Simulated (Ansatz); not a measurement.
# GaCNCl2 (SMILES N#[C][Ga]([Cl])[Cl]): wB97X/cc-pVDZ

Aim: the electronic atomisation energy of GaCNCl2 at wB97X/cc-pVDZ, from 5 runs. 

The calculation is run with Ansatz 0.2.0.

74 further runs of the same task are left out: 1 that didn't finish, 73 set aside as unsound or not needed. Runs told in other sessions of the task aren't counted.

## (1) The structure to begin with

GaCNCl2: 5 atoms, total charge 0, spin state singlet. As SMILES, `N#[C][Ga]([Cl])[Cl]`. Geometry: relaxed at PBE0-D4/def2-TZVP.

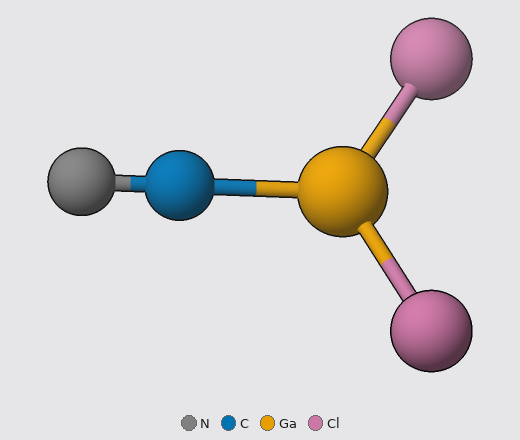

Viewed from a chosen angle; nitrogen grey, carbon blue, gallium amber, chlorine pink.

## (2) The energy at wB97X/cc-pVDZ

File run.yaml:

```yaml
basis:
  gaussian: {orbitals: cc-pVDZ}
crystal:
  periodic: [false, false, false]
  atoms:
    - {symbol: N, position_ang: [0.909600, -1.318100, 1.914000]}
    - {symbol: C, position_ang: [0.493500, -0.715000, 1.025200]}
    - {symbol: Ga, position_ang: [-0.199400, 0.288700, -0.455700]}
    - {symbol: Cl, position_ang: [-1.735500, -0.526200, -1.643200]}
    - {symbol: Cl, position_ang: [0.581700, 2.197000, -0.881800]}
hamiltonian: {xc: {name: wB97X}}
accuracy: high
output: {orbitals: {seedname: orbitals}}
```

On the command line:

```bash
ansatz run run.yaml --threads 1 --pin off --max-ram 3480MiB --events-out events.jsonl --progress --plain --runs-dir runs
```

Standard output:

```text
Warning: RAYON_NUM_THREADS=1 ignored (pool sized by the plan → 1); use --threads N
Functional definition: wB97X
  name "wB97X"
  parameter omega = 0.3/bohr
  parameter cx = 0.157706
  parameter cx1 = 0.726479
  parameter cx2 = 1.04760
  parameter cx3 = -5.70635
  parameter cx4 = 13.2794
  parameter css1 = -4.33879
  parameter css2 = 18.2308
  parameter css3 = -31.7430
  parameter css4 = 17.2901
  parameter cos1 = 2.37031
  parameter cos2 = -11.3995
  parameter cos3 = 6.58405
  parameter cos4 = -3.78132
  exchange = spin_sum(e_x_unif_sr(omega)*poly(b97_u_x, 1 - cx, cx1, cx2, cx3, cx4)) + cx*exact_x_sr(omega)
      + exact_x_lr(omega)
  correlation = spin_sum(e_c_pw_same_spin*poly(b97_u_same, 1, css1, css2, css3, css4))
      + integral(e_c_pw_opposite_spin*poly(b97_u_opposite, 1, cos1, cos2, cos3, cos4))
1994 factors; integrals over basis functions are off by at most 4.4e-9 eV
375 factors; integrals over basis functions are off by at most 1.7e-9 eV
mean field evaluation 1: about -79948.8179 eV, gradient 3.8e1 eV
mean field evaluation 2: about -79947.4520 eV, gradient 4.9e1 eV
mean field evaluation 4: about -79952.5976 eV, gradient 1.7e0 eV
mean field evaluation 8: about -79952.7009 eV, gradient 9.3e-2 eV
mean field evaluation 16: about -79952.7010 eV, gradient 5.0e-5 eV
mean field -79952.70097327 eV, -2938.2075668804 hartree, gradient 2.4e-8 eV, S^2 0.000000; 0 other end points of the search recorded, 0 dependent functions left out
reference -79952.70097047 eV, -2938.2075667776 hartree; 39, 39 occupied and 52, 52 virtual orbitals, 1994 factors
Total energy: -79952.70097047 eV, -2938.2075667776 hartree
```

It took 29 s on 1 thread of Intel Xeon Platinum 8375C at 2.90GHz (Ice Lake), shared host; peak memory 0.63 GiB.

## (3) The C atom at the same level

File job.yaml:

```yaml
crystal:
  periodic: [false, false, false]
  atoms:
    - {symbol: C, position_ang: [0.000000, 0.000000, 0.000000]}
basis:
  gaussian:
    orbitals: cc-pVDZ
magnetization:
  spin_polarized: true
  initial_magnetization: 2
hamiltonian:
  xc: {name: wB97X}
accuracy: high
```

Run the same way, it converges to -37.83957 Eh (log not shown).

## (4) The Cl atom at the same level

File molecule.yaml:

```yaml
crystal:
  periodic: [false, false, false]
  atoms:
    - {symbol: Cl, position_ang: [0.000000, 0.000000, 0.000000]}
basis:
  gaussian: {orbitals: cc-pVDZ}
magnetization: {spin_polarized: true, initial_magnetization: 1}
hamiltonian: {xc: {name: wB97X}}
accuracy: high
```

Run the same way, it converges to -460.13908 Eh (log not shown).

## (5) The Ga atom, same level

File run.yaml:

```yaml
basis:
  gaussian: {orbitals: cc-pVDZ}
crystal:
  periodic: [false, false, false]
  atoms:
    - symbol: Ga
      position_ang: [0.000000, 0.000000, 0.000000]
magnetization: {spin_polarized: true, initial_magnetization: 1}
hamiltonian: {xc: {name: wB97X}}
accuracy: high
```

On the command line:

```bash
ansatz run run.yaml --threads 1 --pin off --max-ram 3480MiB --events-out events.jsonl --progress --plain --runs-dir runs
```

Standard output, shortened:

```text
Warning: RAYON_NUM_THREADS=1 ignored (pool sized by the plan → 1); use --threads N
[... 2 set-up lines as earlier in the session ...]
[...]
      + exact_x_lr(omega)
[...]
      + integral(e_c_pw_opposite_spin*poly(b97_u_opposite, 1, cos1, cos2, cos3, cos4))
255 factors; integrals over basis functions are off by at most 4.4e-9 eV
85 factors; integrals over basis functions are off by at most 9.3e-10 eV
[...]
mean field -52376.91121178 eV, -1924.8159846873 hartree, gradient 5.1e-8 eV, S^2 0.752010; 0 other end points of the search recorded, 0 dependent functions left out
reference -52376.91121156 eV, -1924.8159846794 hartree; 16, 15 occupied and 11, 12 virtual orbitals, 255 factors
Total energy: -52376.91121156 eV, -1924.8159846794 hartree
```

Run time: 5.4 s. Hardware: 1 thread of Intel Xeon Platinum 8375C at 2.90GHz (Ice Lake), shared host; peak memory 0.26 GiB.

## (6) The N atom at the same level

File job.yaml:

```yaml
crystal:
  periodic: [false, false, false]
  atoms:
    - {symbol: N, position_ang: [0.000000, 0.000000, 0.000000]}
basis:
  gaussian:
    orbitals: cc-pVDZ
magnetization:
  spin_polarized: true
  initial_magnetization: 3
hamiltonian:
  xc: {name: wB97X}
accuracy: high
```

On the command line:

```bash
ansatz run job.yaml --threads 1 --pin off --max-ram 3480MiB --events-out events.jsonl --progress --plain --runs-dir runs
```

Standard output, shortened:

```text
Warning: RAYON_NUM_THREADS=1 ignored (pool sized by the plan → 1); use --threads N
[... 2 set-up lines as earlier in the session ...]
[...]
      + exact_x_lr(omega)
[...]
      + integral(e_c_pw_opposite_spin*poly(b97_u_opposite, 1, cos1, cos2, cos3, cos4))
96 factors; integrals over basis functions are off by at most 2.2e-9 eV
55 factors; integrals over basis functions are off by at most 4.6e-10 eV
[...]
mean field -1485.13993057 eV, -54.5778857845 hartree, gradient 5.8e-8 eV, S^2 3.753983; 0 other end points of the search recorded, 0 dependent functions left out
reference -1485.13993052 eV, -54.5778857825 hartree; 5, 2 occupied and 9, 12 virtual orbitals, 96 factors
Total energy: -1485.13993052 eV, -54.5778857825 hartree
```

Run time: 1.7 s. Hardware: 1 thread of Intel Xeon Platinum 8375C at 2.90GHz (Ice Lake), shared host; peak memory 0.16 GiB.

## (7) What came out

At wB97X/cc-pVDZ:

| quantity | value |
| --- | --- |
| molecule: total energy | -2938.20757 Eh |
| molecule: HOMO energy | -12.21 eV |
| molecule: LUMO energy | -0.56 eV |
| molecule: HOMO–LUMO gap | 11.65 eV |
| C atom: total energy | -37.83957 Eh |
| C atom: ⟨S²⟩ | 2.004 |
| Cl atom: total energy | -460.13908 Eh |
| Cl atom: ⟨S²⟩ | 0.752 |
| Ga atom: total energy | -1924.81598 Eh |
| Ga atom: ⟨S²⟩ | 0.752 |
| N atom: total energy | -54.57789 Eh |
| N atom: ⟨S²⟩ | 3.754 |
| electronic atomisation energy | 18.938 eV |

Taking the molecule apart into free atoms costs 18.94 eV (1827 kJ/mol), before zero-point energy and without spin-orbit coupling.
